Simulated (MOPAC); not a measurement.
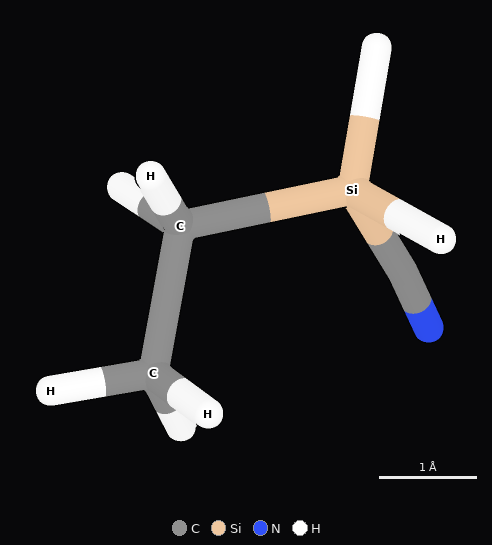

Fig. 1: The structure as given in the input (stick view, seen at a tilt). Bond lengths as drawn: C–C 1.56 Å, C–H 1.07 to 1.11 Å, C–N 1.15 Å, C–Si 1.84 to 1.85 Å and H–Si 1.49 to 1.50 Å.

# Geometry relaxation, with input and output: C3H7NSi (part 1 of 2)

- system: C3H7NSi, SMILES CC[SiH2]C#N
- method: PM6, closed shell (MOPAC 23.2.5)

The atoms were displaced at random from an optimised geometry.

### Output
```
MOPAC v23.2.5
PM6 CALCULATION RESULTS

 *  PM6        - The PM6 Hamiltonian to be used
 *  SINGLET    - SPIN STATE DEFINED AS A SINGLET
 *  THREADS=1  - MULTI-THREADING NOT USED
 *  CYCLES=    - DO A MAXIMUM OF 300 STEPS
 *  GNORM      - EXIT WHEN GRADIENT NORM DROPS BELOW 0.010
 *  AUX        - OUTPUT AUXILIARY INFORMATION
 *  GRADIENTS  - ALL GRADIENTS TO BE PRINTED
 *  DISP       - PRINT DISPERSION AND HYDROGEN BOND ENERGIES
 *  BONDS      - FINAL BOND-ORDER MATRIX TO BE PRINTED
PM6 DISP CYCLES=300 GRADIENTS GNORM=0.01 SINGLET BONDS THREADS=1 AUX(PRECISION=6)
 C3H7NSi

   ATOM   CHEMICAL          X               Y               Z
  NUMBER   SYMBOL      (ANGSTROMS)     (ANGSTROMS)     (ANGSTROMS)

     1       C         -0.94782800  *   0.66984600  *   1.02712800  *
     2       C          0.54355700  *   0.34913500  *   0.72192500  *
     3      Si          0.74262400  *  -0.92470200  *  -0.59634100  *
     4       C         -0.04799100  *  -0.31655100  *  -2.15167700  *
     5       N         -0.58783500  *   0.10508900  *  -3.08060400  *
     6       H         -1.02792800  *   1.42271000  *   1.81270600  *
     7       H         -1.47447900  *  -0.20786000  *   1.35194600  *
     8       H         -1.46198600  *   1.05442000  *   0.12000400  *
     9       H          1.02304700  *  -0.02145800  *   1.65303000  *
    10       H          1.05467300  *   1.25590200  *   0.41968000  *
    11       H          0.07083600  *  -2.21796700  *  -0.27420500  *
    12       H          2.18296600  *  -1.18367000  *  -0.92961500  *

          CARTESIAN COORDINATES

    NO.       ATOM           X           Y           Z

     1         C         -0.9478      0.6698      1.0271
     2         C          0.5436      0.3491      0.7219
     3        Si          0.7426     -0.9247     -0.5963
     4         C         -0.0480     -0.3166     -2.1517
     5         N         -0.5878      0.1051     -3.0806
     6         H         -1.0279      1.4227      1.8127
     7         H         -1.4745     -0.2079      1.3519
     8         H         -1.4620      1.0544      0.1200
     9         H          1.0230     -0.0215      1.6530
    10         H          1.0547      1.2559      0.4197
    11         H          0.0708     -2.2180     -0.2742
    12         H          2.1830     -1.1837     -0.9296

           Empirical Formula: C3 H7 N Si  =    12 atoms

      MOLECULAR POINT GROUP   :   C1

 SINGLET STATE CALCULATION

      RHF CALCULATION, NO. OF DOUBLY OCCUPIED LEVELS = 14

          Geometry optimization using EF

          DIAGONAL MATRIX USED AS START HESSIAN
```

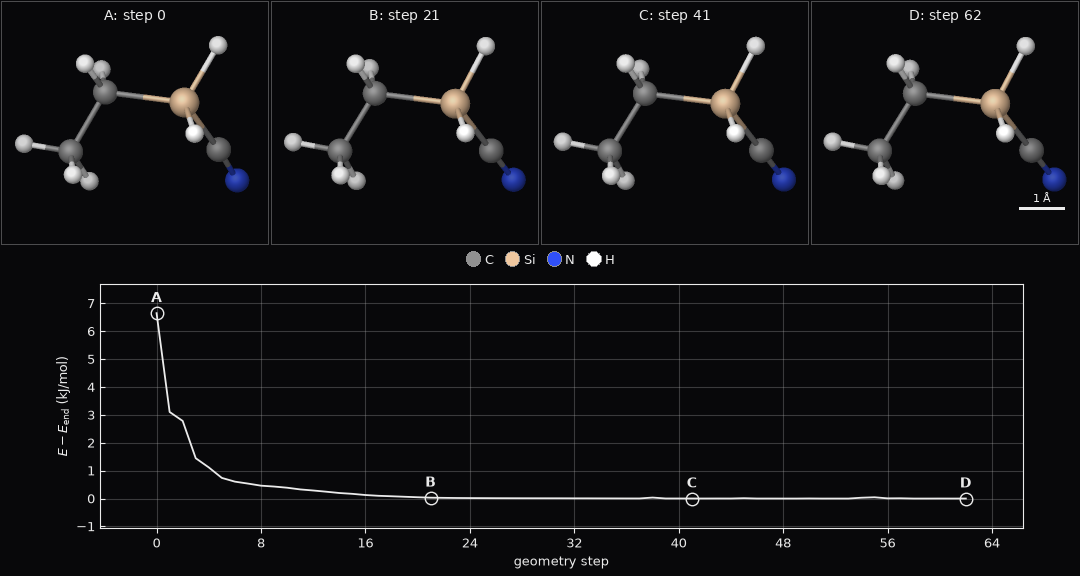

Fig. 2: Frames of the relaxation (ball-and-stick view, seen at a tilt) above the curves, on which the letters mark them (steps are counted from 0).

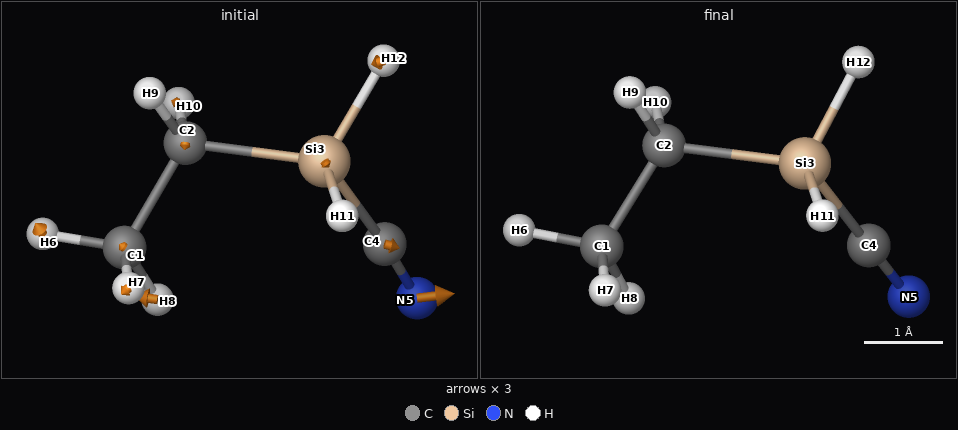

Fig. 3: Before (left) and after (right) the relaxation, at one scale (ball-and-stick view, seen at a tilt). The orange arrows give the displacements, magnified 3 times. N5 moves most after the best rigid fit: 0.16 Å. Largest moves by element: N 0.16 Å, H 0.10 Å, C 0.07 Å, Si 0.04 Å. Among the contacts that change: C2–H10 1.084 → 1.116 Å, C1–C2 1.556 → 1.526 Å, Si3–H12 1.501 → 1.474 Å, C1–H7 1.074 → 1.099 Å. Among the angles that change: H9–C2–H10 108.0° → 104.4°, Si3–C4–N5 176.3° → 179.8°, C2–Si3–H12 112.4° → 109.9°. Over 62 geometry steps the energy falls by 6.65 kJ/mol. The largest force component goes from 1.1 to 0.0015 eV/Å. (Atoms are counted from 1 in the order of the input.)

```
 CYCLE:     1 TIME:   0.004 TIME LEFT:  2.00D  GRAD.:    55.735 HEAT:  6.264212
 CYCLE:     2 TIME:   0.004 TIME LEFT:  2.00D  GRAD.:    52.604 HEAT:  5.417421
 CYCLE:     3 TIME:   0.000 TIME LEFT:  2.00D  GRAD.:    56.549 HEAT:  5.340621
 CYCLE:     4 TIME:   0.004 TIME LEFT:  2.00D  GRAD.:    15.204 HEAT:  5.020986
 CYCLE:     5 TIME:   0.000 TIME LEFT:  2.00D  GRAD.:    18.260 HEAT:  4.942202
 CYCLE:     6 TIME:   0.004 TIME LEFT:  2.00D  GRAD.:     4.685 HEAT:  4.852340
 CYCLE:     7 TIME:   0.000 TIME LEFT:  2.00D  GRAD.:     7.421 HEAT:  4.820346
 CYCLE:     8 TIME:   0.000 TIME LEFT:  2.00D  GRAD.:     5.748 HEAT:  4.803691
 CYCLE:     9 TIME:   0.004 TIME LEFT:  2.00D  GRAD.:     3.980 HEAT:  4.785803
 CYCLE:    10 TIME:   0.000 TIME LEFT:  2.00D  GRAD.:     5.045 HEAT:  4.778228
 CYCLE:    11 TIME:   0.000 TIME LEFT:  2.00D  GRAD.:     5.671 HEAT:  4.768262
 CYCLE:    12 TIME:   0.004 TIME LEFT:  2.00D  GRAD.:     3.566 HEAT:  4.753693
 CYCLE:    13 TIME:   0.000 TIME LEFT:  2.00D  GRAD.:     2.593 HEAT:  4.744410
 CYCLE:    14 TIME:   0.000 TIME LEFT:  2.00D  GRAD.:     3.060 HEAT:  4.734069
 CYCLE:    15 TIME:   0.004 TIME LEFT:  2.00D  GRAD.:     2.608 HEAT:  4.722929
 CYCLE:    16 TIME:   0.000 TIME LEFT:  2.00D  GRAD.:     2.111 HEAT:  4.715729
 CYCLE:    17 TIME:   0.004 TIME LEFT:  2.00D  GRAD.:     2.503 HEAT:  4.705625
 CYCLE:    18 TIME:   0.000 TIME LEFT:  2.00D  GRAD.:     1.416 HEAT:  4.699034
 CYCLE:    19 TIME:   0.000 TIME LEFT:  2.00D  GRAD.:     1.359 HEAT:  4.695106
 CYCLE:    20 TIME:   0.004 TIME LEFT:  2.00D  GRAD.:     1.455 HEAT:  4.690768
 CYCLE:    21 TIME:   0.000 TIME LEFT:  2.00D  GRAD.:     1.463 HEAT:  4.686570
 CYCLE:    22 TIME:   0.000 TIME LEFT:  2.00D  GRAD.:     1.107 HEAT:  4.682890
 CYCLE:    23 TIME:   0.004 TIME LEFT:  2.00D  GRAD.:     0.800 HEAT:  4.681359
 CYCLE:    24 TIME:   0.000 TIME LEFT:  2.00D  GRAD.:     0.908 HEAT:  4.680109
 CYCLE:    25 TIME:   0.000 TIME LEFT:  2.00D  GRAD.:     0.474 HEAT:  4.679462
 CYCLE:    26 TIME:   0.004 TIME LEFT:  2.00D  GRAD.:     0.314 HEAT:  4.679027
 CYCLE:    27 TIME:   0.000 TIME LEFT:  2.00D  GRAD.:     0.371 HEAT:  4.678544
 CYCLE:    28 TIME:   0.004 TIME LEFT:  2.00D  GRAD.:     0.393 HEAT:  4.678214
 CYCLE:    29 TIME:   0.000 TIME LEFT:  2.00D  GRAD.:     0.322 HEAT:  4.677970
 CYCLE:    30 TIME:   0.000 TIME LEFT:  2.00D  GRAD.:     0.252 HEAT:  4.677837
 CYCLE:    31 TIME:   0.004 TIME LEFT:  2.00D  GRAD.:     0.279 HEAT:  4.677675
 CYCLE:    32 TIME:   0.000 TIME LEFT:  2.00D  GRAD.:     0.285 HEAT:  4.677567
 CYCLE:    33 TIME:   0.004 TIME LEFT:  2.00D  GRAD.:     0.338 HEAT:  4.677243
 CYCLE:    34 TIME:   0.000 TIME LEFT:  2.00D  GRAD.:     0.285 HEAT:  4.677112
 CYCLE:    35 TIME:   0.000 TIME LEFT:  2.00D  GRAD.:     0.376 HEAT:  4.676804
 CYCLE:    36 TIME:   0.004 TIME LEFT:  2.00D  GRAD.:     0.284 HEAT:  4.676552
 CYCLE:    37 TIME:   0.000 TIME LEFT:  2.00D  GRAD.:     0.324 HEAT:  4.676249
 CYCLE:    38 TIME:   0.004 TIME LEFT:  2.00D  GRAD.:     0.266 HEAT:  4.676123
 CYCLE:    39 TIME:   0.000 TIME LEFT:  2.00D  GRAD.:     1.762 HEAT:  4.683898
 CYCLE:    40 TIME:   0.000 TIME LEFT:  2.00D  GRAD.:     0.138 HEAT:  4.675970
 CYCLE:    41 TIME:   0.004 TIME LEFT:  2.00D  GRAD.:     0.136 HEAT:  4.675881
 CYCLE:    42 TIME:   0.000 TIME LEFT:  2.00D  GRAD.:     0.161 HEAT:  4.675804
 CYCLE:    43 TIME:   0.000 TIME LEFT:  2.00D  GRAD.:     0.151 HEAT:  4.675758
 CYCLE:    44 TIME:   0.004 TIME LEFT:  2.00D  GRAD.:     0.322 HEAT:  4.675930
 CYCLE:    45 TIME:   0.000 TIME LEFT:  2.00D  GRAD.:     0.246 HEAT:  4.675811
 CYCLE:    46 TIME:   0.004 TIME LEFT:  2.00D  GRAD.:     1.224 HEAT:  4.678470
 CYCLE:    47 TIME:   0.000 TIME LEFT:  2.00D  GRAD.:     0.140 HEAT:  4.675602
 CYCLE:    48 TIME:   0.004 TIME LEFT:  2.00D  GRAD.:     0.121 HEAT:  4.675569
 CYCLE:    49 TIME:   0.000 TIME LEFT:  2.00D  GRAD.:     0.095 HEAT:  4.675428
 CYCLE:    50 TIME:   0.000 TIME LEFT:  2.00D  GRAD.:     0.079 HEAT:  4.675380
 CYCLE:    51 TIME:   0.004 TIME LEFT:  2.00D  GRAD.:     0.280 HEAT:  4.676161
 CYCLE:    52 TIME:   0.012 TIME LEFT:  2.00D  GRAD.:     0.055 HEAT:  4.675324
 CYCLE:    53 TIME:   0.000 TIME LEFT:  2.00D  GRAD.:     0.102 HEAT:  4.675444
 CYCLE:    54 TIME:   0.004 TIME LEFT:  2.00D  GRAD.:     0.042 HEAT:  4.675348
 CYCLE:    55 TIME:   0.000 TIME LEFT:  2.00D  GRAD.:     4.331 HEAT:  4.682527
 CYCLE:    56 TIME:   0.004 TIME LEFT:  2.00D  GRAD.:     1.953 HEAT:  4.686333
 CYCLE:    57 TIME:   0.000 TIME LEFT:  2.00D  GRAD.:     1.979 HEAT:  4.677143
 CYCLE:    58 TIME:   0.000 TIME LEFT:  2.00D  GRAD.:     2.286 HEAT:  4.677767
 CYCLE:    59 TIME:   0.004 TIME LEFT:  2.00D  GRAD.:     0.088 HEAT:  4.675406
 CYCLE:    60 TIME:   0.000 TIME LEFT:  2.00D  GRAD.:     0.058 HEAT:  4.675370
 CYCLE:    61 TIME:   0.000 TIME LEFT:  2.00D  GRAD.:     0.167 HEAT:  4.675563
 CYCLE:    62 TIME:   0.004 TIME LEFT:  2.00D  GRAD.:     0.044 HEAT:  4.675349
 CYCLE:    63 TIME:   0.000 TIME LEFT:  2.00D  GRAD.:     0.078 HEAT:  4.675520

 HEAT OF FORMATION IS ESSENTIALLY STATIONARY

 -------------------------------------------------------------------------------
 PM6 DISP CYCLES=300 GRADIENTS GNORM=0.01 SINGLET BONDS THREADS=1 AUX(PRECISION=6)
 C3H7NSi

     GEOMETRY OPTIMISED USING EIGENVECTOR FOLLOWING (EF).
     SCF FIELD WAS ACHIEVED

                              PM6 CALCULATION

          FINAL HEAT OF FORMATION =          4.67552 KCAL/MOL =      19.56237 KJ/MOL

          TOTAL ENERGY            =     -16491.92970 KCAL/MOL = ELECTRONIC ENERGY + CORE-CORE REPULSION
          ENERGY OF ATOMS         =      16496.60522 KCAL/MOL
                              SUM =          4.67552 KCAL/MOL
          DISPERSION ENERGY       =          0.00000 KCAL/MOL
                              SUM =          4.67552 KCAL/MOL = FINAL HEAT OF FORMATION

          TOTAL ENERGY            =       -715.15776 EV
          ELECTRONIC ENERGY       =      -2500.10858 EV
          CORE-CORE REPULSION     =       1784.95082 EV
          COSMO AREA              =        136.36 SQUARE ANGSTROMS
          COSMO VOLUME            =        128.02 CUBIC ANGSTROMS

          GRADIENT NORM           =          0.07761          =       0.02240 PER ATOM
          IONIZATION POTENTIAL    =         10.680835 EV
          HOMO LUMO ENERGIES (EV) =        -10.681 -0.046
          NO. OF FILLED LEVELS    =         14
          MOLECULAR WEIGHT        =         85.1805         POINT GROUP:  C1

          MOLECULAR DIMENSIONS (Angstroms)

            Atom       Atom       Distance
            H     6    N     5     5.28583
            H     8    H    12     3.94244
            H    10    H    11     3.31994

          SCF CALCULATIONS        =         69

          WALL-CLOCK TIME         =      0.117 SECONDS
          COMPUTATION TIME        =      0.102 SECONDS

       FINAL  POINT  AND  DERIVATIVES

   PARAMETER     ATOM    TYPE            VALUE        GRADIENT
      1          1  C    CARTESIAN X    -0.931314      0.034152  KCAL/ANGSTROM
      2          1  C    CARTESIAN Y     0.675952      0.001897  KCAL/ANGSTROM
      3          1  C    CARTESIAN Z     1.085992     -0.001768  KCAL/ANGSTROM
      4          2  C    CARTESIAN X     0.518672      0.011253  KCAL/ANGSTROM
      5          2  C    CARTESIAN Y     0.346306      0.000578  KCAL/ANGSTROM
      6          2  C    CARTESIAN Z     0.743346      0.004511  KCAL/ANGSTROM
      7          3 Si    CARTESIAN X     0.720850      0.004091  KCAL/ANGSTROM
      8          3 Si    CARTESIAN Y    -0.915562      0.000343  KCAL/ANGSTROM
      9          3 Si    CARTESIAN Z    -0.612844     -0.000003  KCAL/ANGSTROM
     10          4  C    CARTESIAN X    -0.059510     -0.019231  KCAL/ANGSTROM
     11          4  C    CARTESIAN Y    -0.318563      0.012017  KCAL/ANGSTROM
     12          4  C    CARTESIAN Z    -2.195681     -0.033060  KCAL/ANGSTROM
     13          5  N    CARTESIAN X    -0.545718      0.016328  KCAL/ANGSTROM
     14          5  N    CARTESIAN Y     0.048605     -0.007088  KCAL/ANGSTROM
     15          5  N    CARTESIAN Z    -3.181510      0.035137  KCAL/ANGSTROM
     16          6  H    CARTESIAN X    -0.979844     -0.006798  KCAL/ANGSTROM
     17          6  H    CARTESIAN Y     1.401882     -0.015246  KCAL/ANGSTROM
     18          6  H    CARTESIAN Z     1.909673      0.010814  KCAL/ANGSTROM
     19          7  H    CARTESIAN X    -1.499308     -0.021302  KCAL/ANGSTROM
     20          7  H    CARTESIAN Y    -0.207658     -0.008356  KCAL/ANGSTROM
     21          7  H    CARTESIAN Z     1.407902     -0.002514  KCAL/ANGSTROM
     22          8  H    CARTESIAN X    -1.468745     -0.012609  KCAL/ANGSTROM
     23          8  H    CARTESIAN Y     1.124082      0.013533  KCAL/ANGSTROM
     24          8  H    CARTESIAN Z     0.237960      0.000115  KCAL/ANGSTROM
     25          9  H    CARTESIAN X     1.046976     -0.008053  KCAL/ANGSTROM
     26          9  H    CARTESIAN Y    -0.025602      0.005203  KCAL/ANGSTROM
     27          9  H    CARTESIAN Z     1.655815     -0.009952  KCAL/ANGSTROM
     28         10  H    CARTESIAN X     1.060291      0.004151  KCAL/ANGSTROM
     29         10  H    CARTESIAN Y     1.283827     -0.000150  KCAL/ANGSTROM
     30         10  H    CARTESIAN Z     0.471071     -0.006292  KCAL/ANGSTROM
     31         11  H    CARTESIAN X     0.082425     -0.000213  KCAL/ANGSTROM
     32         11  H    CARTESIAN Y    -2.202046     -0.002039  KCAL/ANGSTROM
     33         11  H    CARTESIAN Z    -0.287411      0.001318  KCAL/ANGSTROM
     34         12  H    CARTESIAN X     2.151931     -0.001769  KCAL/ANGSTROM
     35         12  H    CARTESIAN Y    -1.114461     -0.000692  KCAL/ANGSTROM
     36         12  H    CARTESIAN Z    -0.903434      0.001694  KCAL/ANGSTROM

   ATOM   CHEMICAL          X               Y               Z
  NUMBER   SYMBOL      (ANGSTROMS)     (ANGSTROMS)     (ANGSTROMS)

     1       C         -0.93131368  *   0.67595220  *   1.08599234  *
     2       C          0.51867249  *   0.34630638  *   0.74334627  *
     3      Si          0.72084959  *  -0.91556239  *  -0.61284370  *
     4       C         -0.05951033  *  -0.31856273  *  -2.19568127  *
     5       N         -0.54571838  *   0.04860513  *  -3.18150964  *
     6       H         -0.97984350  *   1.40188203  *   1.90967319  *
     7       H         -1.49930832  *  -0.20765828  *   1.40790159  *
     8       H         -1.46874468  *   1.12408240  *   0.23795966  *
     9       H          1.04697623  *  -0.02560172  *   1.65581533  *
    10       H          1.06029141  *   1.28382713  *   0.47107147  *
    11       H          0.08242463  *  -2.20204593  *  -0.28741138  *
    12       H          2.15193073  *  -1.11446055  *  -0.90343432  *

                             CARTESIAN COORDINATES

   1    C       -0.931313681     0.675952197     1.085992345
   2    C        0.518672492     0.346306383     0.743346272
   3   Si        0.720849586    -0.915562392    -0.612843704
   4    C       -0.059510328    -0.318562726    -2.195681272
   5    N       -0.545718377     0.048605133    -3.181509637
   6    H       -0.979843503     1.401882027     1.909673190
   7    H       -1.499308320    -0.207658278     1.407901590
   8    H       -1.468744679     1.124082403     0.237959655
   9    H        1.046976235    -0.025601720     1.655815326
  10    H        1.060291410     1.283827130     0.471071475
  11    H        0.082424627    -2.202045933    -0.287411383
  12    H        2.151930731    -1.114460553    -0.903434318

           Empirical Formula: C3 H7 N Si  =    12 atoms

      MOLECULAR POINT GROUP   :   C1

                  EIGENVALUES
 -31.02362 -27.36435 -21.95717 -19.43822 -15.79349 -15.07180 -14.53445 -13.59883
 -13.40208 -13.18665 -12.24479 -11.62123 -11.52946 -10.68083  -0.04602   0.30970
   0.39947   0.97556   1.28582   2.00314   2.42173   2.48905   3.70578   4.16685
   4.32515   4.42286   5.26137   5.66733   5.85271   6.16304   6.30052   6.62069

              NET ATOMIC CHARGES AND DIPOLE CONTRIBUTIONS

  ATOM NO.   TYPE          CHARGE      No. of ELECS.   s-Pop       p-Pop       d-Pop
    1          C          -0.388308        4.3883     1.06999     3.31831
    2          C          -0.550256        4.5503     1.08133     3.46893
    3         Si           0.450433        3.5496     1.16870     1.77388     0.60699
    4          C          -0.146555        4.1466     1.23581     2.91074
    5          N          -0.182852        5.1829     1.79873     3.38412
    6          H           0.140271        0.8597     0.85973
    7          H           0.142421        0.8576     0.85758
    8          H           0.146112        0.8539     0.85389
    9          H           0.178481        0.8215     0.82152
   10          H           0.179710        0.8203     0.82029
   11          H           0.014782        0.9852     0.98522
   12          H           0.015761        0.9842     0.98424
 DIPOLE           X         Y         Z       TOTAL
 POINT-CHG.     1.712    -1.538     3.178     3.924
 HYBRID        -0.425     0.988     0.301     1.117
 SUM            1.287    -0.550     3.479     3.750

          ATOMIC ORBITAL ELECTRON POPULATIONS

     Atom    s        px        py        pz      x^2-y^2     xz        z^2       yz        xy
    1  C   1.06999   1.01138   1.15273   1.15421
    2  C   1.08133   1.04761   1.20812   1.21320
    3 Si   1.16870   0.67639   0.61675   0.48074   0.17480   0.07455   0.13895   0.12891   0.08978
    4  C   1.23581   0.94550   0.93383   1.03141
    5  N   1.79873   1.09646   1.07815   1.20952
    6  H   0.85973
    7  H   0.85758
    8  H   0.85389
    9  H   0.82152
   10  H   0.82029
   11  H   0.98522
   12  H   0.98424

          BONDING CONTRIBUTION OF EACH M.O.

  1.5593  2.0433  1.9508  1.5632  1.6533  1.6352  1.9260  2.0279  2.0344  1.9744
  1.9366  1.2536  2.0373  1.8903 -0.5240 -0.4614 -0.7983 -0.5626 -0.2224 -2.0171
 -1.2881 -1.2173 -1.4293 -1.7230 -1.8293 -1.7814 -1.9001 -1.9610 -1.9737 -1.9777
 -1.8872 -1.9318

            (VALENCIES)   BOND ORDERS

     1  C     (3.936)     2  C 0.988     6  H 0.973     7  H 0.972     8  H 0.972     3 Si 0.027

     2  C     (3.886)     3 Si 0.998     1  C 0.988    10  H 0.932     9  H 0.926    11  H 0.013    12  H 0.012
                          4  C 0.011

     3 Si     (3.956)     2  C 0.998    11  H 0.964    12  H 0.964     4  C 0.867     5  N 0.066     9  H 0.033
                         10  H 0.028     1  C 0.027

     4  C     (3.824)     5  N 2.929     3 Si 0.867     2  C 0.011

     5  N     (3.009)     4  C 2.929     3 Si 0.066

     6  H     (0.980)     1  C 0.973

     7  H     (0.980)     1  C 0.972

     8  H     (0.979)     1  C 0.972

     9  H     (0.968)     2  C 0.926     3 Si 0.033

    10  H     (0.968)     2  C 0.932     3 Si 0.028

    11  H     (1.000)     3 Si 0.964     2  C 0.013

    12  H     (1.000)     3 Si 0.964     2  C 0.012

 *                    *
 * JOB ENDED NORMALLY *
 *                    *

 TOTAL JOB TIME:             0.12 SECONDS

 == MOPAC DONE ==
```
